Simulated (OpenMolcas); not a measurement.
# C2H6Si (SMILES C[Si]C): levels of theory compared

Aim: a comparison of 6 runs (HF/6-311+G**, B3LYP/6-31G*, PBE/6-311+G**, TPSS/6-311+G**, MP2/6-311+G**, CCSD(T)/6-311+G**) of C2H6Si. 

The calculation is run with OpenMolcas 26.06.

1 further run of the same task is left out (set aside as unsound or not needed).

### Step 1. Starting point

C2H6Si has 9 atoms, charge 0, and is taken as a singlet. As SMILES, `C[Si]C`. The C3–H9 distance was set to 1.432 Å, away from the relaxed value.

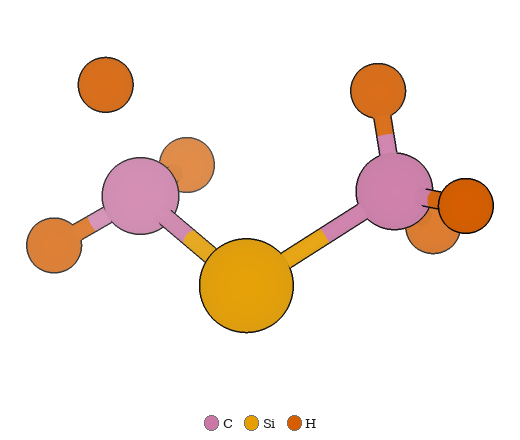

Viewed from a chosen angle; carbon pink, silicon amber, hydrogen orange.

### Step 2. A single-point energy at HF/6-311+G(d,p) (run 1)

run.input

```
&GATEWAY
  BasLib = $CurrDir
  BasisSet
  C.6-311pGss....
  C1 -0.655451 0.845610 -1.033597 angstrom
  C3 0.473849 -1.271090 0.517703 angstrom
  End of Basis
  BasisSet
  Si.6-311pGss....
  Si2 0.768749 -0.401390 -1.141097 angstrom
  End of Basis
  BasisSet
  H.6-311pGss....
  H4 -1.558751 0.278710 -1.310497 angstrom
  H5 -0.567751 1.673310 -1.739297 angstrom
  H6 -0.831551 1.235010 -0.025697 angstrom
  H7 -0.583651 -1.394690 0.772703 angstrom
  H8 0.989849 -2.228290 0.609003 angstrom
  H9 1.028800 -0.397000 1.507100 angstrom
  End of Basis

&SEWARD

&SCF
  Thresholds = 1e-10 1e-07 1e-07 1e-05
  PrOrbitals = 0
```

The basis set 6-311+G** is read from a file made from the Basis Set Exchange's data (not shown).

Run with:

```bash
$ export MOLCAS_MEM=1860
$ pymolcas run.input > run.log
```

Output:

```text
--- Start Module: gateway ---
[...]
--- Stop Module: gateway /rc=_RC_ALL_IS_WELL_ ---
--- Start Module: seward ---
[...]
      Basis functions          110
--- Stop Module: seward /rc=_RC_ALL_IS_WELL_ ---
[...]
--- Start Module: scf ---
[...]
       Convergence after  14 Iterations
[...]
::    Total SCF energy                               -368.0984547036
[...]
      Total spin, S                                     0.0000000000
[...]
      Total electronic charge=   32.000000
      Total            charge=   -0.000000
[...]
      Dipole Moment (debye):
      Origin of the operator (angstrom)=    0.3067   -0.2960   -0.6601
                   X= -1.0658E+00               Y=  6.1364E-02               Z=  7.3222E-01           Total=  1.2945E+00
      Quadrupole Moment (debye*angstrom):
[...]
--- Stop Module: scf /rc=_RC_ALL_IS_WELL_ ---
[...]
```

Run time: 23 s. Hardware: 1 thread of AMD EPYC 7R43 (Zen 3), shared host; peak memory 0.65 GiB.

### Step 3. A single-point energy at B3LYP/6-31G(d) (spherical functions) (run 2)

geom.xyz

```xyz
9

C     -0.655451     0.845610    -1.033597
Si     0.768749    -0.401390    -1.141097
C      0.473849    -1.271090     0.517703
H     -1.558751     0.278710    -1.310497
H     -0.567751     1.673310    -1.739297
H     -0.831551     1.235010    -0.025697
H     -0.583651    -1.394690     0.772703
H      0.989849    -2.228290     0.609003
H      1.028800    -0.397000     1.507100
```

job.input

```
>>> EXPORT MOLCAS_PRINT=2

&GATEWAY
 BasLib
 $CurrDir
 Coord
 geom.xyz
 Basis
 6-31Gs
 Group
 NoSym

&SEWARD
 GridInput
 Grid=UltraFine
 End of Grid

&SCF
 KSDFT
 B3LYP
 Thresholds
 1e-10 1e-07 1e-07 1e-05
 PrOrbitals
 1 2
```

The basis set 6-31G* is read from a file made from the Basis Set Exchange's data (not shown).

Run with:

```bash
$ export MOLCAS_MEM=1860
$ pymolcas job.input > job.log
```

Output:

```text
--- Start Module: gateway ---
[...]
--- Stop Module: gateway /rc=_RC_ALL_IS_WELL_ ---
--- Start Module: seward ---
[...]
      Basis functions           58
--- Stop Module: seward /rc=_RC_ALL_IS_WELL_ ---
[...]
--- Start Module: scf ---
[...]
       Convergence after  13 Iterations
[...]
::    Total KS-DFT energy                            -369.2320659448
[...]
      Total spin, S                                     0.0000000000
[...]
      Total electronic charge=   32.000000
      Total            charge=   -0.000000
[...]
      Dipole Moment (debye):
      Origin of the operator (angstrom)=    0.3067   -0.2960   -0.6601
                   X= -1.1424E+00               Y=  9.8221E-02               Z=  9.2728E-01           Total=  1.4746E+00
      Quadrupole Moment (debye*angstrom):
[...]
--- Stop Module: scf /rc=_RC_ALL_IS_WELL_ ---
[...]
```

Wall time 20 s (1 thread of AMD EPYC 7R43 (Zen 3), shared host); peak memory 0.39 GiB.

Runs 3 to 5 aren't shown in full; the table further down has their settings and results.

### Step 4. A single-point energy at CCSD(T)/6-311+G(d,p) (Cholesky decomposition) (run 6)

test.inp

```
>>> EXPORT MOLCAS_PRINT=2

&GATEWAY
  BASLIB=$CurrDir
  COORD
  9
  bohr
  C     -1.23862288     1.59797131    -1.95321525
  Si     1.45272507    -0.75851717    -2.15636081
  C      0.89544483    -2.40201198     0.97831688
  H     -2.94561249     0.52668557    -2.47648042
  H     -1.07289390     3.16209762    -3.28679498
  H     -1.57140365     2.33383066    -0.04856029
  H     -1.10294054    -2.63558213     1.46019705
  H      1.87054351    -4.21085783     1.15084888
  H      1.94415024    -0.75022127     2.84800624
  BASIS=6-311pGss
  GROUP=NoSym

&SEWARD
  HIGH

&SCF
  THRESHOLDS=1e-10 1e-07 1e-07 1e-05
  PRORBITALS=1 1

&CHCC
  FROZEN=7
  THRESHOLD=1e-08
  MAXITERATIONS=80

&CHT3
  FROZEN=7
```

The basis set 6-311+G** is read from a file made from the Basis Set Exchange's data (not shown).

Run with:

```bash
$ export MOLCAS_MEM=1860
$ pymolcas test.inp > test.log
```

Output:

```text
--- Start Module: gateway ---
[...]
--- Stop Module: gateway /rc=_RC_ALL_IS_WELL_ ---
[...]
      Basis functions          110
[...]
       Convergence after  14 Iterations
[...]
::    Total SCF energy                               -368.0984546905
[...]
      Total spin, S                                     0.0000000000
[...]
      Total electronic charge=   32.000000
      Total            charge=   -0.000000
[...]
      Dipole Moment (debye):
      Origin of the operator (angstrom)=    0.3067   -0.2960   -0.6601
                   X= -1.0658E+00               Y=  6.1364E-02               Z=  7.3222E-01           Total=  1.2945E+00
      Quadrupole Moment (debye*angstrom):
[...]
--- Start Module: chcc ---
[...]
--- Stop Module: chcc /rc=_RC_ALL_IS_WELL_ ---
[...]
--- Start Module: cht3 ---
[...]
--- Stop Module: cht3 /rc=_RC_ALL_IS_WELL_ ---
[...]
```

It took 6.7 min on 1 thread of AMD EPYC 7R43 (Zen 3), shared host; peak memory 0.2 GiB.

### Step 5. All runs side by side

| run | level | integration grid | frozen core orbitals | energy (Eh) | dipole moment (D) of the reference | HOMO energy (eV) | LUMO energy (eV) | wall time |
| --- | --- | --- | --- | --- | --- | --- | --- | --- |
| 1 | HF/6-311+G** | – | – | -368.098455 | 1.29 | -8.37 | 0.80 | 23 s |
| 2 | B3LYP/6-31G* (spherical functions) | UltraFine | – | -369.232066 | 1.47 | -5.63 | -2.15 | 20 s |
| 3 | PBE/6-311+G** | UltraFine | – | -368.994080 | 1.34 | -5.02 | -3.05 | 65 s |
| 4 | TPSS/6-311+G** | UltraFine | – | -369.297199 | 1.33 | -5.14 | -2.99 | 71 s |
| 5 | MP2/6-311+G** | – | 7 | -368.497629 | 1.29 | -8.37 | 0.80 | 24 s |
| 6 | CCSD(T)/6-311+G** (Cholesky decomposition) | – | 7 | -368.561719 | 1.29 | -8.37 | 0.80 | 6.7 min |

### Step 6. What came out

| quantity | value |
| --- | --- |
| run 6: total energy | -368.56172 Eh |
| run 6: dipole moment (mean-field density) | 1.29 D |
| run 6: HOMO energy (Hartree–Fock orbitals) | -8.37 eV |
| run 6: LUMO energy (Hartree–Fock orbitals) | 0.80 eV |
| run 6: HOMO–LUMO gap (Hartree–Fock orbitals) | 9.17 eV |
| run 6: correlation energy (7 core orbitals frozen) | -463.3 mEh |
| run 6: (T) correction | -15.19 mEh |

In words: Below the HF energy at the same shape and in the same basis (6-311+G**): MP2 -399.2 mEh; CCSD(T) -463.3 mEh. Over runs 1, 2, 3, 4 the dipole moment (its size) runs from 1.29 D (HF/6-311+G**) to 1.47 D (B3LYP/6-31G*). The two ends differ in method and basis. Over runs 1, 2, 3, 4 the HOMO–LUMO gap runs from 1.98 eV (PBE/6-311+G**) to 9.17 eV (HF/6-311+G**). Exact exchange widens orbital gaps. Totals of different functionals can't be ranked against each other. All runs together took 10 min, the longest 6.7 min.
